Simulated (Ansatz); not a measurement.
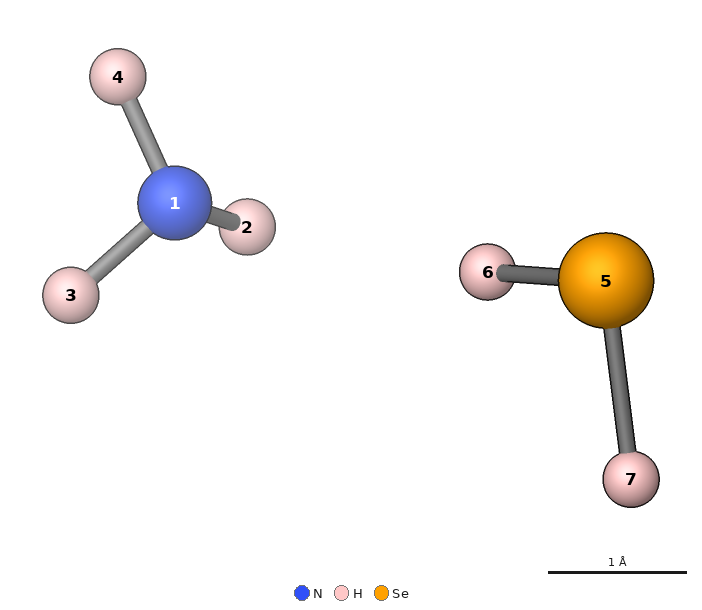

Simulated data, not a measurement (program: Ansatz).

Orthographic view. Depth is shown by fading: the farther an atom, the more it takes the colour of the background. Geometry: a pair of rigid molecules at a changed separation.

List all interatomic distances (Å) as a matrix.

```tsv
atom	N1	H2	H3	H4	Se5	H6	H7
N1	0.00						
H2	1.01	0.00					
H3	1.01	1.63	0.00				
H4	1.01	1.63	1.63	0.00			
Se5	5.37	5.80	5.79	5.85	0.00		
H6	3.89	4.33	4.32	4.41	1.49	0.00	
H7	5.70	6.03	5.96	6.38	1.47	2.12	0.00
```
